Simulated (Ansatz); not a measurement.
GeSe5

Input

```
crystal:
  lattice:
    - [3.6367678655, 2.0996889062, 3.5143792615]
    - [-3.6367678655, 2.0996889062, 3.5143792615]
    - [0.0, -4.1993778122, 3.5143792615]
  atoms:
    - { symbol: Ge, position: [0.5, 0.5, 0.5] }
    - { symbol: Se, position: [0.5, 0.0, 0.5] }
    - { symbol: Se, position: [0.5, 0.5, 0.0] }
    - { symbol: Se, position: [0.0, 0.5, 0.5] }
    - { symbol: Se, position: [0.1818338502, 0.1818338502, 0.1818338502] }
    - { symbol: Se, position: [0.8181661498, 0.8181661498, 0.8181661498] }
basis:
  ecutwfc: 420
kpoints:
  mp_grid: { grid: [6, 6, 6] }
hamiltonian:
  xc: pbe
scf:
  occupations: { method: gaussian, width: 0.1 }
output:
  forces: true
  stress: true
  eigenvalues: true
  write_density: true
  write_potential: true
  elf: true
  volumetric_format: npy
relax:
  adjacent_minimum: "off"
  f_tol: 0.01
  max_steps: 30
  cell: { stress_tol: 0.1, fix: [volume] }
```

Run with:

```sh
ansatz run input.yaml --threads 1 --pin off --max-ram 2560MiB --backend cpu --events-out ev --progress --plain --runs-dir out
```

Below, planes, directions and counts refer to the conventional cell (a = 7.27 Å, b = 7.27 Å, c = 10.57 Å, α = 90.00°, β = 90.00°, γ = 120.00°).

The fields are those of the run's last geometry, not of the input's.

Space group R-3m; a generated structure, not necessarily the stable one; changed on purpose from its base cell (volume × 1.06, shape and atoms relaxed).

Level of theory: DFT PBE, scalar-relativistic, plane waves, PAW (Ansatz 0.2.0).

### What can the converged valence pseudo-density and electron localisation function tell about the bonding?

Se–Se (2.61 Å): ρ is about 0.43 e/Å³ halfway; the ELF is about 0.55 at the midpoint.

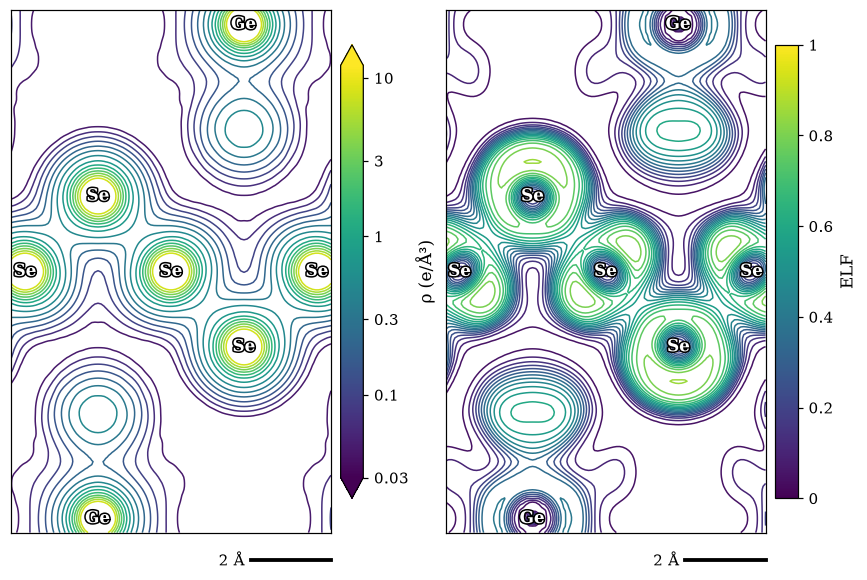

Computed valence pseudo-density and electron localisation function on the (011) plane of the conventional cell, in this order. Atoms just off the plane (Se, 0.9 Å away) can leave unmarked features too.

Core electrons are frozen (PAW), and the valence fields are smoothed inside the atomic spheres.
